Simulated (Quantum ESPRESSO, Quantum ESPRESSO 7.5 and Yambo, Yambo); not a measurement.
**Beyond one shot: CdSe (F-43m)**

Wanted: G0W0 and self-consistent gaps of CdSe (F-43m), with the cost of the cycles.

Program: Quantum ESPRESSO 7.5 and Yambo 5.3.0. Level of theory: PBE and many-body steps on it, plane waves. Results are calculated unless marked as measured.

**Experimental background.**

- Gap 1.69 ± 0.02 eV: direct gap from (alpha E)^2 extrapolation; spectroscopic ellipsometry; 300 K; film (fully relaxed MBE film, 304 nm) on GaAs(100) (“Band gap bowing of binary alloys: Experimental results compared to theoretical tight-binding supercell calculations for CdZnSe”, 2010, arxiv:1007.2297).

## Step 1: The structure

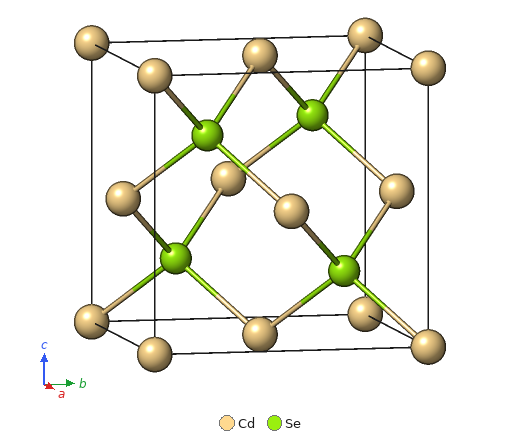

The starting structure, seen slightly off an axis (cadmium orange, selenium green). This picture shows the conventional cell, with its axes. Bonds to atoms that aren't drawn are left out. Some periodic images of atoms are drawn too.

The cell and positions are those that the Materials Project relaxed with its own functionals (PBE, PBE+U or r2SCAN), kept fixed.

## Step 2: Empty states on the mesh, 4×4×4 mesh, 107 bands

This step: Quantum ESPRESSO 7.5; DFT, PBE, plane waves, norm-conserving pseudopotentials.

The sums over transitions need many empty states on a uniform mesh; this step solves for them.

pw.in reads:

```
&control
  calculation = 'nscf'
  prefix = 'x'
  outdir = 'o'
  pseudo_dir = 'pseudo'
/
&system
  ibrav = 0
  nat = 2
  ntyp = 2
  ecutwfc = 104.0
  nbnd = 107
  force_symmorphic = .true.
/
&electrons
  conv_thr = 1e-9
  electron_maxstep = 80
  diago_full_acc = .true.
  diago_thr_init = 5e-6
/
ATOMIC_SPECIES
  Cd 112.41 Cd.upf
  Se 78.971 Se.upf
CELL_PARAMETERS angstrom
  -0.0000000000 3.0702711986 3.0702711986
  3.0702711986 -0.0000000000 3.0702711986
  3.0702711986 3.0702711986 -0.0000000000
ATOMIC_POSITIONS crystal
  Cd 0.0000000000 0.0000000000 0.0000000000
  Se 0.7500000000 0.7500000000 0.7500000000
K_POINTS automatic
  4 4 4 0 0 0
```

The run is started by

```
$ OMP_NUM_THREADS=1 mpirun -n 4 pw.x -nk 4 -in pw.in > pw.out
```

Output:

```text
Program PWSCF v.7.5 starts

     This program is part of the open-source Quantum ESPRESSO suite
     for quantum simulation of materials; please cite
         "P. Giannozzi et al., J. Phys.:Condens. Matter 21 395502 (2009);
         "P. Giannozzi et al., J. Phys.:Condens. Matter 29 465901 (2017);
         "P. Giannozzi et al., J. Chem. Phys. 152 154105 (2020);
     in publications or presentations arising from this work. More details at

     Atomic positions and unit cell read from directory:
     o/x.save/

     Message from routine setup:
[...]
-199.3042-138.7801-138.7801-138.7801 -93.9630 -55.0242 -55.0240 -55.0240
[...]
64.6549  64.6549  65.7596  68.5601  68.7337  68.7337  70.3979  71.4989
    71.4989  72.2160  72.2705  72.3592  72.3592  74.5360  76.0149  76.0149
    77.1699  77.1699  78.2888

          k = 0.3536 0.0000 0.0000 (  7003 PWs)   bands (ev):

     [... further k-points ...]

     highest occupied, lowest unoccupied level (ev):     7.6711    8.2221

     XML data file, pseudopotentials, collected wavefunctions

=------------------------------------------------------------------------------=
   JOB DONE.
=------------------------------------------------------------------------------=
```

It took 17 s on 4 MPI ranks of Arm Neoverse V1, shared host; peak memory 0.49 GiB; 67 s of CPU time.

Numbers from this step:

```yaml
gap: 0.5509 eV
k_of_the_valence_top: 0, 0, 0
k_of_the_conduction_bottom: 0, 0, 0
least_direct_gap: 0.5509 eV
k_points_computed: 8
lowest_point_of_the_top_converged_band_above_the_valence_top: 67.0077 eV
```

On this mesh the gap is 0.551 eV.

The density comes from a self-consistent run that is not shown.

## Step 3: Conversion and set-up

This step: Yambo 5.3.0; conversion and set-up on PBE, plane waves, norm-conserving pseudopotentials.

The states are converted to the many-body program's format and the q mesh is built.

The run is started by

```
$ (cd o/x.save; p2y > p2y.log; mv SAVE ../..); yambo > setup.log
```

Output:

```text
 Yambo, version 5.3.0

 [02] CORE Variables Setup
 =========================

  [02.01] Unit cells
  ==================

  Cell kind             :  FCC
  Atoms in the cell     :  Cd  Se
  number of Cd atoms    :  1
  number of Se atoms    :  1

  List of atomic masses
  Mass of Cd    :  112.4100
  Mass of Se    :  78.97100

  List of atomic coordinates    : [cc]
  Cd1       :  0.000000  0.000000  0.000000  order 1
  Se1       :  8.702958  8.702958  8.702958  order 2

  Alat factors          :  5.801972  5.801972  5.801972 [a.u.]
  Direct lattice volume :  390.6221 [a.u.]
[...]
==========================================

 IBZ Q-points                                      :   8
 BZ  Q-points                                      :   64

 K/Q-points units:
 rlu = crystal or reduced units; cc = cartesian coordinates; iku = interal k-units

 Q [1]          [rlu]:  0.000000  0.000000  0.000000
 Q [2]          [rlu]: -0.74024E-17  0.64753E-17  0.25000
 Q [3]          [rlu]:  0.14805E-16 -0.12951E-16 -0.50000
[...]
Q [7]          [rlu]:  0.13563E-16 -0.50000     -0.50000
 Q [8]          [rlu]:  0.250000 -0.500000 -0.250000

  [03.01] X indexes
  =================

   [03.01.01] Sigma indexes
   ========================

 [06] Game Over & Game summary
```

It took 3.4 s on 1 MPI rank; peak memory 0.26 GiB.

## Step 4: G0W0

Now the one-shot GW correction: screening in the RPA, then the self-energy of the levels asked for.

This step: G0W0 on PBE, plane waves, norm-conserving pseudopotentials.

gw1.in reads:

```
HF_and_locXC
gw0
dyson
ppa
em1d
rim_cut
RandQpts= 1000000
RandGvec= 1 RL
EXXRLvcs= 104 Ry
VXCRLvcs= 416 Ry
Chimod= "HARTREE"
% BndsRnXp
 1 | 107 |
%
NGsBlkXp= 11 Ry
% LongDrXp
 1 | 1 | 1 |
%
% GbndRnge
 1 | 107 |
%
DysSolver= "n"
ExtendOut
PPAPntXp= 27.21138 eV
% QPkrange
 1 | 8 | 14 | 26 |
%
```

The run is started by

```
$ OMP_NUM_THREADS=1 mpirun -n 4 yambo -F gw1.in -J gw1 -C gw1 > gw1.log
```

Output:

```text
 Yambo, version 5.3.0

 [02] CORE Variables Setup
 =========================

  [... cell, symmetries and grids as in the set-up ...]

  [02.05] Energies & Occupations
  ==============================

  [X] === General ===
  [X] Electronic Temperature                        :  0.000000  0.000000 [eV K]
  [X] Bosonic    Temperature                        :  0.000000  0.000000 [eV K]
  [X] Finite Temperature mode                       : no
  [X] El. density                                   :  0.76014E+24 [cm-3]
  [X] Fermi Level                                   :  7.671117 [eV]

  [X] === Gaps and Widths ===
  [X] Conduction Band Min                           :  0.550945 [eV]
  [X] Valence Band Max                              :  0.000000 [eV]
  [X] Filled Bands                                  :  22
  [X] Empty Bands                                   :   23  107
  [X] Direct Gap                                    :  0.550945 [eV]
  [X] Direct Gap localized at k                     :  1
  [X] Indirect Gap                                  :  0.550945 [eV]
  [X] Indirect Gap between kpts                     :  1  1
  [X] Last valence band width                       :  2.085450 [eV]
  [X] 1st conduction band width                     :  4.360734 [eV]

 [03] Transferred momenta grid and indexing
 ==========================================

 IBZ Q-points                                      :   8
 BZ  Q-points                                      :   64

 K/Q-points units:
 rlu = crystal or reduced units; cc = cartesian coordinates; iku = interal k-units

 Q [1]          [rlu]:  0.000000  0.000000  0.000000
 Q [2]          [rlu]: -0.74024E-17  0.64753E-17  0.25000
 Q [3]          [rlu]:  0.14805E-16 -0.12951E-16 -0.50000
 Q [4]          [rlu]: -0.67816E-17  0.25000      0.25000
 Q [5]          [rlu]: -0.13780E-16  0.25000      0.50000
 Q [6]          [rlu]: -0.12951E-16  0.25000     -0.25000
 Q [7]          [rlu]:  0.13563E-16 -0.50000     -0.50000
 Q [8]          [rlu]:  0.250000 -0.500000 -0.250000

 [04] Coloumb potential Random Integration (RIM)
 ===============================================

  [04.01] RIM initialization
  ==========================

  * Diagonal components only detected *

  8 x (sBL volume)        :  0.079377 [a.u.]
  sBZ random points       :  1000000
  Points outside the sBZ  :   7999624
  RL volume               :  0.635013 [a.u.]
  Integrated volume       :  0.635043 [a.u.]

  [04.02] RIM integrals
  =====================

  Gamma point sphere radius             :  0.077956 [a.u.]
  Points outside the sphere             :   799635
  [Int_sBZ(q=0) 1/q^2]*(Vol_sBZ)^(-1/3) =:  7.763403
                                 should be <:  7.795600

  Summary of Coulomb integrals for non-metallic bands |Q|[au] RIM/Bare

  Q [1] 0.100000E-4 0.995870 * Q [2] 0.234463 1.065611
  Q [4] 0.270735 1.063960 * Q [6] 0.382877 1.025542
  Q [5] 0.448963 1.019403 * Q [3] 0.468927 1.016307
  Q [7] 0.541470 1.013019 * Q [8] 0.605382 1.010006

 [05] Dipoles
 ============

  [05.01] Setup: observables and procedures
  =========================================

 [06] Dynamic Dielectric Matrix (PPA)
 ====================================

 [WR./gw1//ndb.pp]---------------------------------------------------------------
  Brillouin Zone Q/K grids (IBZ/BZ)                :    8   64    8   64
  RL vectors                                       :   8363 [WF]
  Coulomb cutoff potential                         : none
  Electronic Temperature                           :  0.000000 [K]
  Bosonic    Temperature                           :  0.000000 [K]
  PPA    diel. fun.  energies                      : Perdew, Burke & Ernzerhof(X)+Perdew, Burke & Ernzerhof(C)
  wavefunctions                                    : Perdew, Burke & Ernzerhof(X)+Perdew, Burke & Ernzerhof(C)
  Global Gauge                                     : length
  X matrix size                                    :  283
  X band range                                     :    1  107
  X e/h energy range                               : -1.000000 -1.000000 [eV]
  X Time ordering                                  : R
  X Hxc Kernel                                     : HARTREE
  X Drude frequency                                :  0.000000  0.000000
  X poles                                          :  100.0000 [o/o]
  RL vectors in the sum                            :   8363
  [r,Vnl] included                                 : yes
  Field direction                                  :  0.577350E-5  0.577350E-5  0.577350E-5
  BZ energy Double Grid                            : no
  BZ energy DbGd points                            : 0
  BZ Q point size factor                           : -1.000000
  X Optical Averaged directions                    : none

 [07] Local Exchange-Correlation + Non-Local Fock
 ================================================

 [VXC] Plane waves :   55849
 [EXS] Plane waves :   6975

 QP @ state[ 1 ] K range:   1   8
 QP @ state[ 1 ] b range:  14  26

 [xc] Functional : Perdew, Burke & Ernzerhof(X)+Perdew, Burke & Ernzerhof(C)
 [xc] LIBXC used to calculate xc functional
  PP Number of Atomic Species                      :  2
  NLCC RL compoments                               :   55849
  PP Number of Atomic Species                      :  2
  NLCC RL compoments                               :   55849

 [xc] E_xc :  -40.56590 [Ha]
      E_xc :  -81.13181 [Ry]

  Local XC kind (lXC) : Perdew, Burke & Ernzerhof(X)+Perdew, Burke & Ernzerhof(C)
  Non-Local XC kind (nlXC) : Hartree-Fock

  Corrections @ K [1] :  [eV]
 <14|nlXC|14> = -22.63660  0.16162E-16 <14|lXC|14> = -15.12687  0.18367E-21
 <15|nlXC|15> = -32.80517  0.99370E-17 <15|lXC|15> = -25.01270 -0.37760E-15
 <16|nlXC|16> = -32.80520 -0.80443E-17 <16|lXC|16> = -25.01270  0.11798E-15
 <17|nlXC|17> = -32.80520  0.18112E-17 <17|lXC|17> = -25.01270 -0.47391E-16
 <18|nlXC|18> = -33.83184  0.14634E-16 <18|lXC|18> = -26.03094  0.61604E-33
 <19|nlXC|19> = -33.83184 -0.12500E-16 <19|lXC|19> = -26.03094 -0.47204E-15
[...]
Corrections @ K [2] :  [eV]
[...]
Corrections @ K [3] :  [eV]
[...]
Corrections @ K [4] :  [eV]
[...]
Corrections @ K [5] :  [eV]
[...]
[... 2 further k-points ...]
  Corrections @ K [8] :  [eV]
[...]
<24|nlXC|24> = -6.264098 -0.56173E-18 <24|lXC|24> = -10.15596  0.44254E-17
 <25|nlXC|25> = -5.350419 -0.71751E-18 <25|lXC|25> = -10.05647 -0.47210E-16
 <26|nlXC|26> = -4.855360  0.80811E-18 <26|lXC|26> = -9.076686  0.59743E-16

  [07.01] Hartree-Fock occupations report
  =======================================

  [Hartree-Fock] === General ===
  [Hartree-Fock] Electronic Temperature             :  0.000000  0.000000 [eV K]
  [Hartree-Fock] Bosonic    Temperature             :  0.000000  0.000000 [eV K]
  [Hartree-Fock] Finite Temperature mode            : no
  [Hartree-Fock] El. density                        :  0.76014E+24 [cm-3]
  [Hartree-Fock] Fermi Level                        :  7.671117 [eV]

  [Hartree-Fock] === Gaps and Widths ===
  [Hartree-Fock] Conduction Band Min                :  4.069778 [eV]
  [Hartree-Fock] Valence Band Max                   : -2.462345 [eV]
  [Hartree-Fock] Filled Bands                       :  22
  [Hartree-Fock] Empty Bands                        :   23  107
  [Hartree-Fock] Direct Gap                         :  6.532123 [eV]
  [Hartree-Fock] Direct Gap localized at k          :  1
  [Hartree-Fock] Indirect Gap                       :  6.532123 [eV]
  [Hartree-Fock] Indirect Gap between kpts          :  1  1
  [Hartree-Fock] Last valence band width            :  2.614287 [eV]
  [Hartree-Fock] 1st conduction band width          :  5.833662 [eV]

 [08] Dyson equation: Newton solver
 ==================================

  [08.01] G0W0 (W PPA)
  ====================

  [  GW  ] Bands range     :    1  107
  [GW/PPA] G damping       :  0.100000 [eV]

  QP @ state[ 1 ] K range:   1   8
  QP @ state[ 1 ] b range:  14  26

   Sc/G bands                                       :    1  107
   Sc/G damping                                     :  0.100000 ev
   Sc bands terminator                              : no
   Sx RL components                                 :   6975

   QP @ state[ 1 ] K range                          :   1   8
   QP @ state[ 1 ] b range                          :  14  26
   GF energies kind                                 : Perdew, Burke & Ernzerhof(X)+Perdew, Burke & Ernzerhof(C)
   GF WF`s kind                                     : Perdew, Burke & Ernzerhof(X)+Perdew, Burke & Ernzerhof(C)
   Xs energies kind                                 : Perdew, Burke & Ernzerhof(X)+Perdew, Burke & Ernzerhof(C)
   Xs WF`s kind                                     : Perdew, Burke & Ernzerhof(X)+Perdew, Burke & Ernzerhof(C)

 [11] Game Over & Game summary
```

Run time: 16 min. Hardware: 4 MPI ranks; peak memory 2.7 GiB; 64 min of CPU time.

Numbers from this step:

| Property | Result |
| --- | --- |
| G0W0 gap on the mesh | 1.136 eV |
| starting gap on the mesh | 0.5509 eV |
| k of the valence top | 0, 0, 0 |
| k of the conduction bottom | 0, 0, 0 |
| least direct G0W0 gap on the computed points | 1.136 eV |
| Z at the valence top | 0.7903 |
| Z at the conduction bottom | 0.8121 |

The gap on the mesh goes from 0.55 eV to 1.14 eV, a correction of +0.59 eV.

## Step 5: evGW0, cycle 1

This step: evGW0 on PBE, plane waves, norm-conserving pseudopotentials.

gw2.in, as its differences from gw1.in of step 4:

```diff
@@ -27 +27,2 @@
 %
+GfnQPdb= "E < ./gw1/ndb.QP"
```

The run is started by

```
$ OMP_NUM_THREADS=1 mpirun -n 4 yambo -F gw2.in -J gw2,gw1_W -C gw2 > gw2.log
```

Output:

```text
 Yambo, version 5.3.0

 [02] CORE Variables Setup
 =========================

  [... cell, symmetries and grids as in the set-up ...]

  [02.05] Energies & Occupations
  ==============================

  [X] === General ===
  [X] Electronic Temperature                        :  0.000000  0.000000 [eV K]
  [X] Bosonic    Temperature                        :  0.000000  0.000000 [eV K]
  [X] Finite Temperature mode                       : no
  [X] El. density                                   :  0.76014E+24 [cm-3]
  [X] Fermi Level                                   :  7.671117 [eV]

  [X] === Gaps and Widths ===
  [X] Conduction Band Min                           :  0.550945 [eV]
  [X] Valence Band Max                              :  0.000000 [eV]
  [X] Filled Bands                                  :  22
  [X] Empty Bands                                   :   23  107
  [X] Direct Gap                                    :  0.550945 [eV]
  [X] Direct Gap localized at k                     :  1
  [X] Indirect Gap                                  :  0.550945 [eV]
  [X] Indirect Gap between kpts                     :  1  1
  [X] Last valence band width                       :  2.085450 [eV]
  [X] 1st conduction band width                     :  4.360734 [eV]

 [03] Transferred momenta grid and indexing
 ==========================================

 IBZ Q-points                                      :   8
 BZ  Q-points                                      :   64

 K/Q-points units:
 rlu = crystal or reduced units; cc = cartesian coordinates; iku = interal k-units

 Q [1]          [rlu]:  0.000000  0.000000  0.000000
 Q [2]          [rlu]: -0.74024E-17  0.64753E-17  0.25000
 Q [3]          [rlu]:  0.14805E-16 -0.12951E-16 -0.50000
[...]
[G+QP] Indirect Gap                               :  1.136383 [eV]
  [G+QP] Indirect Gap between kpts                  :  1  1
  [G+QP] Last valence band width                    :  2.353331 [eV]
  [G+QP] 1st conduction band width                  :  4.873910 [eV]

  [coarse-grid] Minimum Bare Gap        [ev]:  0.550945
  [coarse-grid] Minimum Gap Correction  [ev]:  0.585438

  Eqp @ K [1]
  -213.8767 -151.4079 -151.4079 -151.4079 -105.1508  -64.9605  -64.9605  -64.9605
  -48.36914 -48.36914 -48.36914 -48.36605 -48.36605 -12.63073  -8.45582  -8.45615
   -8.45617     -8.20736     -8.20750    -0.877151E-6 -0.134015E-4   0.00000      1.13638      6.67606
[...]
Eqp @ K [2]
[...]
Eqp @ K [3]
[...]
Eqp @ K [4]
[...]
Eqp @ K [5]
[...]
[... 2 further k-points ...]
  Eqp @ K [8]
[...]
18.49976  18.99575  19.10164  20.18343  20.62918  22.61627  24.41376  24.71209
   25.48220  25.74735  25.96687  26.26180  26.78032  27.90721  30.78384  31.53277

 [07] Dipoles
 ============

  [07.01] Setup: observables and procedures
  =========================================

 [08] Dynamic Dielectric Matrix (PPA)
 ====================================

   Sc/G bands                                       :    1  107
   Sc/G damping                                     :  0.100000 ev
   Sc bands terminator                              : no
   Sx RL components                                 :   6975

   QP @ state[ 1 ] K range                          :   1   8
   QP @ state[ 1 ] b range                          :  14  26
   GF energies kind                                 : Perdew, Burke & Ernzerhof(X)+Perdew, Burke & Ernzerhof(C)+ E < ./gw1/ndb.QP + @E Fit
   GF WF`s kind                                     : Perdew, Burke & Ernzerhof(X)+Perdew, Burke & Ernzerhof(C)
   Xs energies kind                                 : Perdew, Burke & Ernzerhof(X)+Perdew, Burke & Ernzerhof(C)
   Xs WF`s kind                                     : Perdew, Burke & Ernzerhof(X)+Perdew, Burke & Ernzerhof(C)

 [13] Game Over & Game summary
```

Elapsed: 13 min, on 4 MPI ranks; peak memory 2.8 GiB; 53 min of CPU time.

Numbers from this step:

| Item | Value |
| --- | --- |
| quasiparticle gap on the mesh | 1.212 eV |
| gap of the density functional on the mesh | 0.5509 eV |
| k of the valence top | 0, 0, 0 |
| k of the conduction bottom | 0, 0, 0 |
| least direct quasiparticle gap on the computed points | 1.212 eV |
| Z at the valence top | 0.7933 |
| Z at the conduction bottom | 0.8198 |

Against G0W0 in Yambo (4×4×4 mesh, 107 bands, screening to 149.7 eV, Godby-Needs plasmon pole), the gap moves by +0.076 eV.

The program's own table gives 1.317 eV, which is too large where the input levels are shifted: this version takes Σc at the unshifted level E₀, yet steps from the shifted one. The value above is the Newton step from E₀, E₀ + Z(Σc + Σx − Vxc), rebuilt from the printed columns.

(Continued in part 2 of 2.)

[Paths, hosts, dates, memory and timing lines, banners, echoed tables and standing remarks are left out of the program output.]

[Logs are printed without paths, hosts, clocks, repeated set-up lines and the standing remarks that a program may print on its own settings, such as how far it seeks lower states.]

[Runs of the session that timed out or met a known fault of the program may be left out.]

[Hosts, paths, dates, database ids (printed as entryN), source tags and the programs' standing remarks are cut or masked in the printed files.]
